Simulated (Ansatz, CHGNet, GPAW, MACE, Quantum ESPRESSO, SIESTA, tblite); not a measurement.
# SIESTA runs on random packing of 64AlN-36Al2O3 (mol %) (86 atoms), part 2 of 2

How do the settings of SIESTA change the result for random packing of 64AlN-36Al2O3 (mol %) (86 atoms)? A plane-wave run serves as the yardstick.

Program: SIESTA 5.4.2; the method stands at each step. Banners, paths, timers and routine set-up lines are dropped from the logs unmarked, and long logs keep their key lines alone; longer cuts are marked. The potentials were converted by us to PSML.

So far. Step 2 (PBE, DZP, shift 0.01 Ry, mesh 500 Ry): Forces lie 8.6 % from the reference's, at 53 times its CPU time (on 2 against 4 cores). Step 3 (PBE, SZ, shift 0.01 Ry, mesh 500 Ry): Against the first run (8.6 %), the force difference from the reference is 45 %, at 0.20 times the CPU time (on 1 against 2 cores), with 344 basis functions against 1118: the smaller basis costs accuracy.

## 4. PBE, SZ, shift 0.02 Ry, mesh 500 Ry

Method: Kohn-Sham DFT, PBE, PseudoDojo 0.4.1 norm-conserving pseudopotentials (converted to PSML), numerical atomic orbitals (SZ), diagonalisation.

input.fdf

```
SystemLabel cell
NumberOfAtoms 86
NumberOfSpecies 3
%block ChemicalSpeciesLabel
  1 13 Al
  2 7 N
  3 8 O
%endblock ChemicalSpeciesLabel
LatticeConstant 1.0 Ang
%block LatticeVectors
  9.73820 0.00000 0.00000
  0.00000 9.73820 0.00000
  0.00000 0.00000 9.73820
%endblock LatticeVectors
PAO.BasisSize SZ
PAO.EnergyShift 0.02 Ry
XC.Functional GGA
XC.Authors PBE
MeshCutoff 500 Ry
%block kgrid_Monkhorst_Pack
  1 0 0 0.0
  0 1 0 0.0
  0 0 1 0.0
%endblock kgrid_Monkhorst_Pack
SolutionMethod diagon
OccupationFunction FD
ElectronicTemperature 580 K
SCF.Mixer.Method Pulay
SCF.Mixer.Weight 0.15
SCF.Mixer.History 8
SCF.Mix Hamiltonian
MaxSCFIterations 300
SCF.DM.Tolerance 1e-04
SCF.H.Tolerance 1.0e-3 eV
WriteForces T
Write.HirshfeldPop T
Write.VoronoiPop T
Write.DM F
Write.H F
XML.Write F
AtomicCoordinatesFormat Fractional
%block AtomicCoordinatesAndAtomicSpecies
[... 86 atom lines left out: the same atoms as in the first run ...]
%endblock AtomicCoordinatesAndAtomicSpecies
```

Command:

```
OMP_NUM_THREADS=1 siesta < input.fdf > output.txt
```

What it wrote:

```text
Version         : 5.4.2
reinit: System Name:
reinit: System Label: cell
initatom: Reading input for the pseudopotentials and atomic orbitals ----------
Species number:   1 Atomic number:   13 Label: Al
Species number:   2 Atomic number:    7 Label: N
Species number:   3 Atomic number:    8 Label: O
Ground state valence configuration (from tables):   3s02  3p01  3d00  4f00
Ground state valence configuration (from tables):   2s02  2p03  3d00  4f00
Ground state valence configuration (from tables):   2s02  2p04  3d00  4f00
---- Processing specs for species: Al
GGA--PBE XC_GGA_X_PBE--XC_GGA_C_PBE pb
---- Processing specs for species: N
GGA--PBE XC_GGA_X_PBE--XC_GGA_C_PBE pb
---- Processing specs for species: O
GGA--PBE XC_GGA_X_PBE--XC_GGA_C_PBE pb
[... lines left out ...]
Total number of electrons:   384.000000
[... lines left out ...]
stepf: Fermi-Dirac step function
        iscf     Eharris(eV)        E_KS(eV)     FreeEng(eV)     dDmax    Ef(eV) dHmax(eV)
[... lines left out ...]
SCF Convergence by DM+H criterion
[... lines left out ...]
SCF cycle converged after 34 iterations
[... lines left out ...]
   Max    7.889954
[... lines left out ...]
   Max    7.889954    constrained
Stress tensor Voigt[x,y,z,yz,xz,xy] (kbar):     -146.63     -223.23     -165.52       17.08       19.04       27.50
[... lines left out ...]
siesta: Etot    =    -20818.923488
siesta: FreeEng =    -20819.262207
siesta: Final energy (eV):
siesta:  Band Struct. =   -4193.738415
siesta:       Kinetic =   13689.376260
siesta:       Hartree =    6122.566860
siesta:         Exch. =   -5596.236799
siesta:         Corr. =    -474.921649
siesta:   Exch.-corr. =   -6071.158448
siesta:  Ion-electron =  -23482.253152
siesta:       Ion-ion =  -11077.455008
siesta:         Total =  -20818.923488
siesta:         Fermi =      -3.379296
siesta: Stress tensor (static) (eV/Ang**3):
siesta:    -0.091521    0.017166    0.011886
siesta:     0.017166   -0.139329    0.010663
siesta:     0.011886    0.010663   -0.103312
siesta: Cell volume =        923.498234 Ang**3
siesta: Pressure (static):
siesta:                Solid            Molecule  Units
siesta:           0.00121316          0.00153287  Ry/Bohr**3
siesta:           0.11138739          0.14074143  eV/Ang**3
siesta:         178.46227017        225.49263615  kBar
    Orbital volume contribution        =          19.839971 eV
    (Free)E + p_basis*V_orbitals       =      -20799.422236 eV
    (Free)Eharris+ p_basis*V_orbitals  =      -20799.422236 eV
Hirshfeld Atomic Populations:
Atom #   charge [q] valence [e]  Species
     1     0.246262    2.753738  Al
     2     0.320828    2.679172  Al
     3     0.357628    2.642372  Al
[...]
39    -0.264517    5.264517  N
    40    -0.156382    5.156382  N
    41    -0.195981    5.195981  N
[...]
57    -0.209982    6.209982  O
    58    -0.188303    6.188303  O
    59    -0.179691    6.179691  O
[...]
--------------------
 Total    -0.000016
Voronoi Atomic Populations:
Atom #   charge [q] valence [e]  Species
[...]
37     0.183646    2.816354  Al
    38     0.351854    2.648146  Al
[...]
55    -0.319172    5.319172  N
    56    -0.324654    5.324654  N
[...]
85    -0.228253    6.228253  O
    86    -0.199832    6.199832  O
--------------------
 Total    -0.000016
```

Run time: 3.9 min. Hardware: 1 thread of Arm Neoverse V2, shared host; peak memory 1.1 GiB.

Compared with the plane-wave run:

| Quantity | Value |
| --- | --- |
| r.m.s. force component | 2.02 eV/Å |
| r.m.s. difference of force components | 782.6 meV/Å |
| longest difference of force vectors | 3017 meV/Å |
| force difference over r.m.s. force | 43.57 % |
| slope of forces against the reference's | 1.037 |
| correlation of force components | 0.9225 |
| pressure | 17.85 GPa |
| pressure difference | 12.94 GPa |

This is a coarse setting, run to see what it loses.

Against the first run (8.6 %), the force difference from the reference is 44 %, at 0.14 times the CPU time (on 1 against 2 cores).

## 5. Side by side

Differences are against the plane-wave reference, forces as r.m.s. over components; share is that over the reference's r.m.s. force, slope the least-squares factor from reference forces to these. Total energies of different programs have different zeros and aren't compared.

```
                                                run  Δ force, r.m.s. (meV/Å)  share (%)  slope  Δ pressure (GPa)  cores  CPU time  memory (GiB)
                                          reference                        -          -      -                 -      4      31 s           1.1
        SIESTA PBE, DZP, shift 0.01 Ry, mesh 500 Ry                      155       8.65  0.977              1.70      2    28 min           3.2
SIESTA PBE, SZ, shift 0.01 Ry, mesh 500 Ry (coarse)                      810       45.1  1.008              19.0      1   5.7 min           1.3
SIESTA PBE, SZ, shift 0.02 Ry, mesh 500 Ry (coarse)                      783       43.6  1.037              12.9      1   3.9 min           1.1
```

Rows marked coarse were listed beforehand as settings not expected to be converged; some can still land near the reference.

CPU time is summed over cores on a shared host, where runs went side by side, so it is rough. Symmetry, cutoffs, thresholds, outputs and thread counts weren't matched or tuned between programs; memory under MPI is the largest rank's times the ranks.

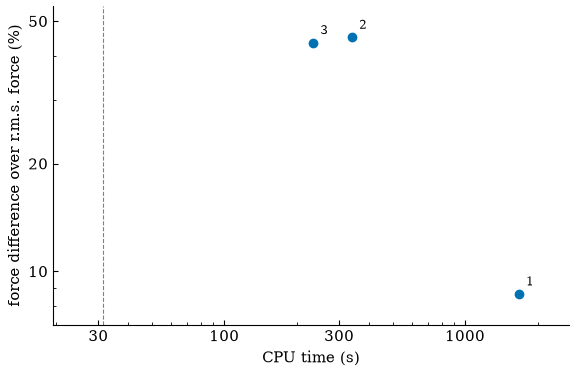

Force difference against CPU time; the dashed line marks the reference's time. Points: 1 SIESTA PBE, DZP, shift 0.01 Ry, mesh 500 Ry; 2 SIESTA PBE, SZ, shift 0.01 Ry, mesh 500 Ry; 3 SIESTA PBE, SZ, shift 0.02 Ry, mesh 500 Ry.

## 6. Outcome

```json
{
 "nearest in forces": "SIESTA PBE, DZP, shift 0.01 Ry, mesh 500 Ry, 8.6 %",
 "its CPU time": "28 min"
}
```

What this shows: The PBE run in local orbitals, coarse settings apart, differs by 8.6 % (SIESTA PBE, DZP, shift 0.01 Ry, mesh 500 Ry); basis, grid and potentials can all enter. Runs with settings chosen to be coarse differ by 44 % (SIESTA PBE, SZ, shift 0.02 Ry, mesh 500 Ry) to 45 % (SIESTA PBE, SZ, shift 0.01 Ry, mesh 500 Ry), their programs' other errors included. None of the electronic-structure runs in the table takes under half the reference's CPU time of 31 s; they take 7.5 to 53 times as much. In pressure, SIESTA PBE, SZ, shift 0.01 Ry, mesh 500 Ry misses by +19.0 GPa, at the same functional. The reference's stress is far from hydrostatic: its diagonal is 3.1, 8.3, 3.4 GPa, compression counted positive. The reference's pressure of 4.9 GPa belongs to a cell and atoms that aren't relaxed at this level. The electronic-structure runs sample only Γ, in a cell whose shortest periodic width is 10 Å, which is coarse for a cell with partly filled levels.

[Also dropped from logs without a mark: logging warnings of Python, and SIESTA's first energy breakdown and zero terms.]

[Logs are printed without paths, hosts, clocks, repeated set-up lines and the standing remarks that a program may print on its own settings, such as how far it seeks lower states.]

[Hosts, paths, dates, database ids (printed as entryN), source tags and the programs' standing remarks are cut or masked in the printed files.]
